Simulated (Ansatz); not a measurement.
**Pressure series in ZrN**

Start from ZrN in the rock salt structure (space group Fm-3m, No. 225; a = 4.595 Å).

Cell and atoms are relaxed at each pressure.

All numbers come from PBE (Ansatz, a first-principles code, PAW, no spin-orbit coupling).

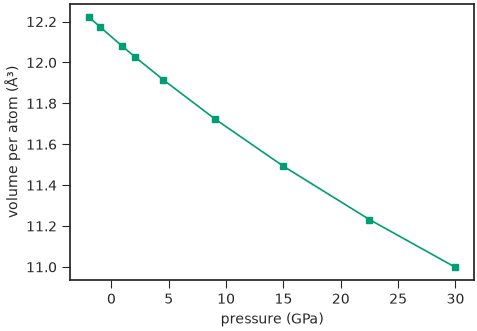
Fig. 1. Volume against pressure

Estimate the zero-pressure bulk modulus from the plot.

About 250 GPa; a third-order Birch–Murnaghan fit to the points gives V₀ = 12.13 Å³/atom, B₀ = 249 GPa and B₀′ = 4.3.

Load acts through the strain it causes; cell and atoms are relaxed under it. Stability against distortions was not tested. No other phases were tried under pressure. The final runs are not spin-polarised. An odd electron count without spin: ZrN.
